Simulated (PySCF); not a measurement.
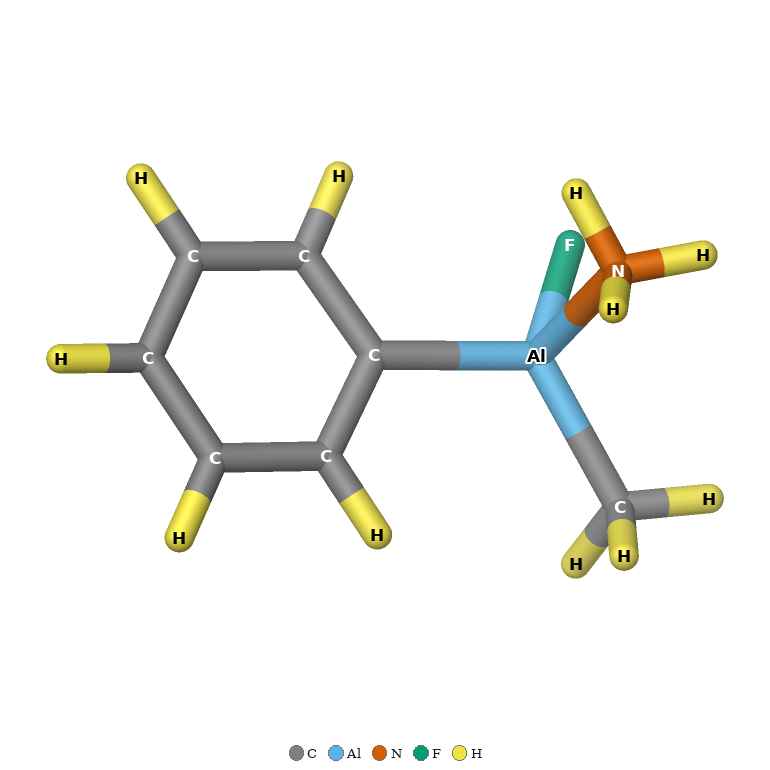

Computed geometry: GFN2-xTB optimisation. No frequency run is at hand to confirm it as a minimum. Method: PBE0/pcSseg-1, gas phase (PySCF 2.14.0).

**Estimate the HOMO–LUMO gap.**

6.81 eV.

**Estimate the HOMO energy (Kohn–Sham orbital).**

−6.98 eV.

**Give the dipole moment at this level.**

4.86 D.

The geometry is semi-empirical. Around Al such bond lengths and angles can be off by a tenth of an ångström or more and by several degrees, and values that hang on the shape move with them.
